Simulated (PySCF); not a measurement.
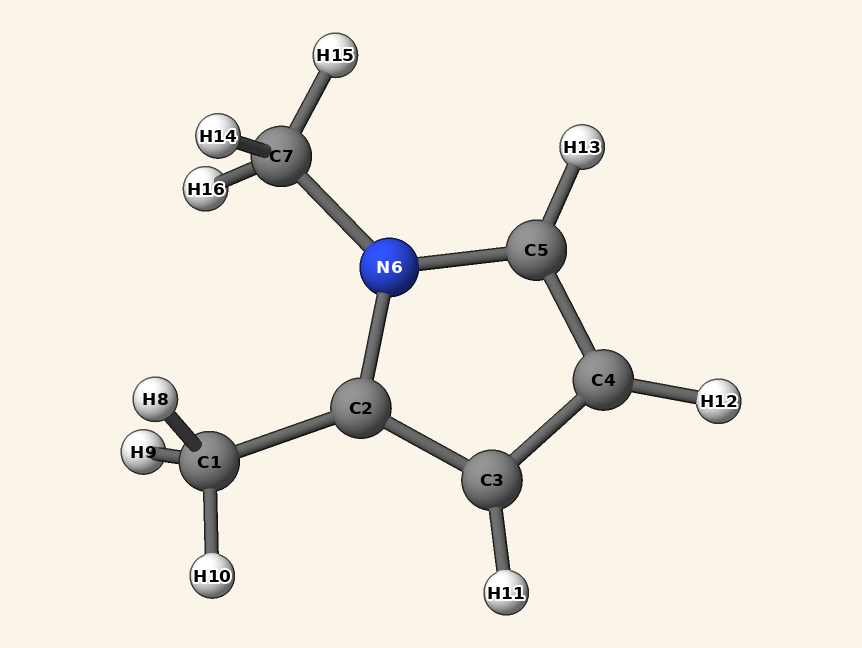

The questions are on isotropic NMR shieldings of the H atoms. Computed geometry: GFN2-xTB optimisation. No frequency run is at hand to confirm it as a minimum. Level of theory: GIAO PBE0/pcSseg-1 NMR shielding, non-relativistic, gas phase (PySCF 2.14.0).

List the isotropic NMR shieldings of the H atoms.

```csv
atom,σ (ppm)
H8,29.49
H9,29.48
H10,29.28
H11,25.58
H12,25.57
H13,25.29
H14,28.12
H15,28.15
H16,28.12
```
